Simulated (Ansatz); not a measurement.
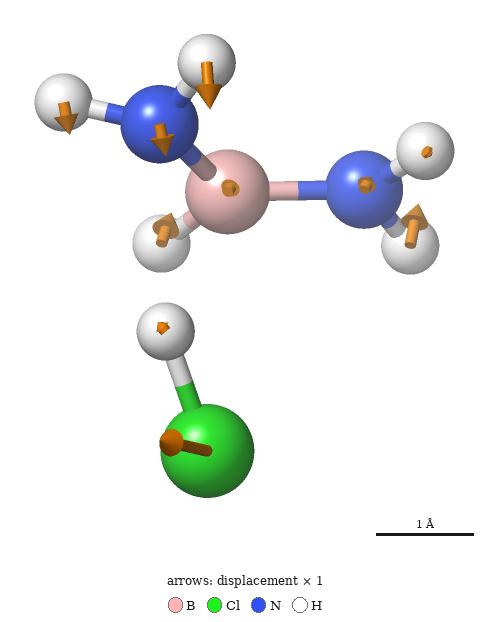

A relaxation of BN2H6Cl. The starting structure is drawn; orange arrows show the displacements, at their true length. The two geometries are superimposed by the best rigid fit.

A ball-and-stick model, seen at a tilt.

The run prepares an end point of a later path (reaction) calculation, from a guessed geometry.

Theory: RKS revPBE/def2-SVP (Ansatz).

Input
```yaml
crystal:
  periodic: [false, false, false]
  atoms:
    - { symbol: B, position_ang: [0.126244, 0.626386, -0.298821] }
    - { symbol: Cl, position_ang: [-0.00143, -0.574647, 2.532581] }
    - { symbol: "N", position_ang: [1.359416, 0.047818, -0.681916] }
    - { symbol: H, position_ang: [1.421755, -0.932691, -0.950829] }
    - { symbol: H, position_ang: [2.271581, 0.474185, -0.51604] }
    - { symbol: H, position_ang: [-0.915645, 0.034437, -0.491121] }
    - { symbol: "N", position_ang: [0.046658, 2.010391, 0.273091] }
    - { symbol: H, position_ang: [0.849215, 2.642585, 0.280506] }
    - { symbol: H, position_ang: [-0.843337, 2.508012, 0.254554] }
    - { symbol: H, position_ang: [-0.044057, 0.691324, 2.092393] }
basis:
  gaussian: { orbitals: def2-SVP }
hamiltonian:
  xc: revpbe
relax:
  f_tol: 0.03
  max_steps: 50
output:
  orbitals: {}
```

Launched with:
```bash
ansatz run input.yaml --threads 2 --pin off --max-ram 3072MiB --backend cpu --events-out ev --progress --plain --runs-dir out
```

### Which element moves most?

Chlorine: up to 0.99 Å, against 0.53 Å for hydrogen.

### What happened in the run?

The energy falls by 0.280 eV in 9 geometry steps. The largest force component goes from 1.6 to 0.02 eV/Å. The largest move after the best rigid fit is that of Cl2, 0.99 Å. Largest moves by element: Cl 0.99 Å, H 0.53 Å, N 0.35 Å, B 0.20 Å. Some distances before and after: B1–N7 1.500 → 1.452 Å.

Limits of the set-up: the start holds two separate molecules, 2.2 Å apart at their closest, whose relative position is a soft coordinate and is computed without a dispersion correction.
